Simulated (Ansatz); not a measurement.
## Electronic structure of BH5NSi (charge +1) in real space

The calculation's input:

```
crystal:
  periodic: [false, false, false]
  atoms:
    - {symbol: B, position_ang: [-1.169385, 0.391343, -0.751078]}
    - {symbol: N, position_ang: [-0.211553, 0.303689, 0.123465]}
    - {symbol: Si, position_ang: [0.696971, -1.299296, 0.373622]}
    - {symbol: H, position_ang: [-2.023615, 0.408431, -1.554265]}
    - {symbol: H, position_ang: [0.020771, -2.176974, -0.602525]}
    - {symbol: H, position_ang: [0.083162, 1.088732, 0.702019]}
    - {symbol: H, position_ang: [2.094371, -0.978900, 0.039472]}
    - {symbol: H, position_ang: [0.441767, -1.643667, 1.781927]}
basis:
  gaussian: {orbitals: def2-TZVPP}
total_charge: 1
hamiltonian: {xc: pbe0, dispersion: d4}
output: {orbitals: {seedname: orbitals}}
```

Launched as:

```sh
ansatz run in.yaml --threads 2 --pin off --events-out ev --progress --plain --max-ram 4352MiB
```

Geometry: PBE0-D4/def2-TZVP.

Method: RKS PBE0-D4/def2-TZVPP in Ansatz 0.2.0.

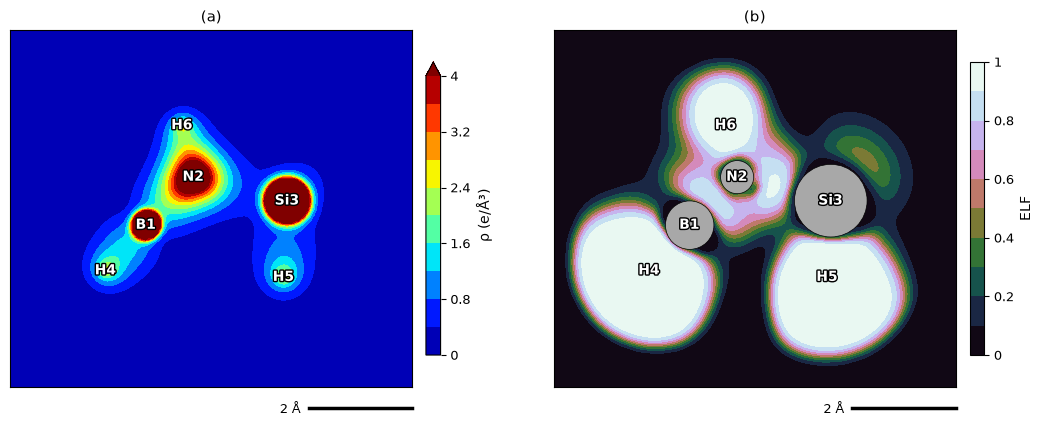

Figure 1. (a) total electron density; (b) electron localisation function on the plane of atoms Si3, N2 and H6. Grey discs cover the atomic cores in the ELF map.

Question: Describe what can be read from this map.

Answer: The section cuts through B, N, Si and H sites.
B–N (1.30 Å): ρ is about 2.4 e/Å³ halfway; the ELF peaks at about 0.90 between the atoms, as expected for a polar covalent bond.
Si–N (1.86 Å): ρ is about 0.81 e/Å³ halfway; the ELF peaks at about 0.90 between the atoms: a polar covalent bond.
N–H (1.02 Å): ρ is about 2.9 e/Å³ halfway; the ELF climbs to about 1 towards the hydrogen, as it does in any bond to H (an ordinary covalent bond to hydrogen).
B–H (1.17 Å): ρ is about 1.4 e/Å³ halfway; the ELF climbs to about 1 towards the hydrogen (an ordinary covalent bond to hydrogen).
Si–H (1.48 Å): ρ is about 0.86 e/Å³ halfway; the ELF climbs to about 1 towards the hydrogen.

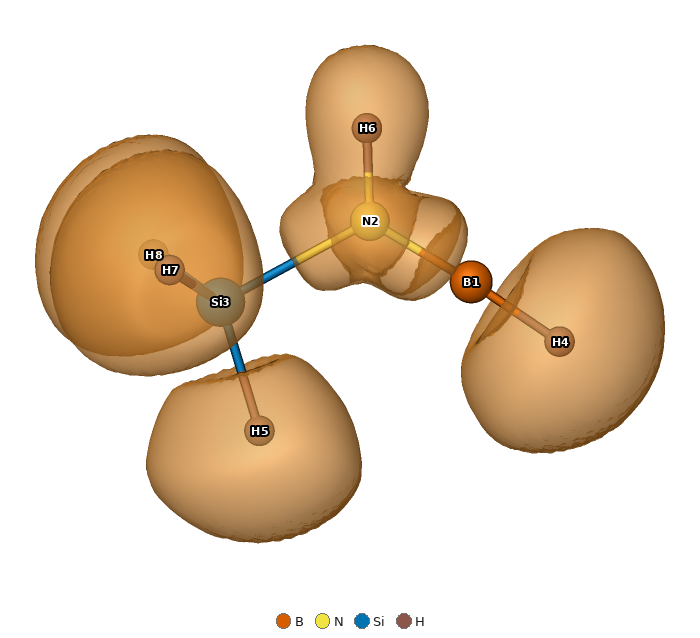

Figure 2. Isosurface of the ELF at 0.75 (orange), seen across its widest extent. Core shells and regions of very low density are left out.

Question: Identify the bonds, lone pairs and shells in this picture.

Answer: At this value the surface marks out four regions around hydrogen nuclei and one joined region spread over several atoms (B, H, N), in which their bonds and any lone pairs are merged.

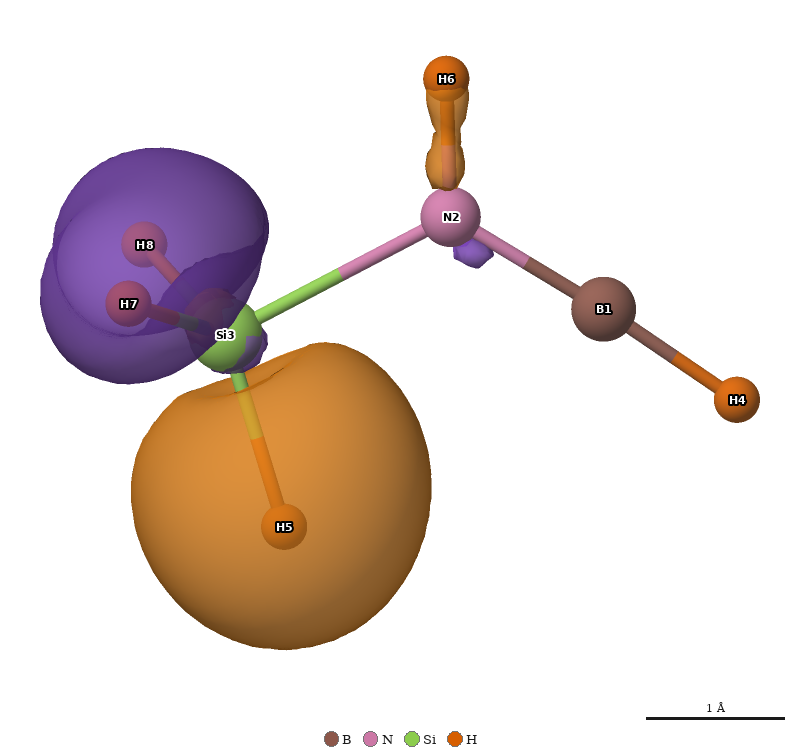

Figure 3. The HOMO−1 at ±0.15 Å⁻³ᐟ² (orange and purple are the two phases), seen at a tilt.

Question: What is the character of this orbital?

Answer: By Hirshfeld shares it lies mainly on Si3 (about 40 %), H5 (about 35 %), H7 (about 10 %) and H8 (about 10 %). Its energy is −15.26 eV.
